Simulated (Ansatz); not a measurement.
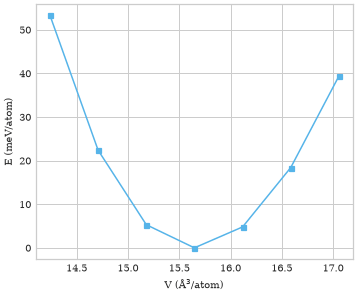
Figure: TiAl$_{3}$ in space group I4/mmm (No. 139; Al on 2b, Al on 4d, Ti on 2a) under volume change, r²SCAN (plane waves, PAW; program Ansatz), shape and atoms relaxed at each volume.

Task: What does a third-order Birch–Murnaghan fit give for V₀, B₀ and B′?

Result: V₀ = 15.65 Å³/atom, B₀ = 115 GPa, B′ = 4.0.

The cell was relaxed with r²SCAN under the symmetry of its start. The run is not spin-polarised.

Potentials: the later of the program's two PAW sets.
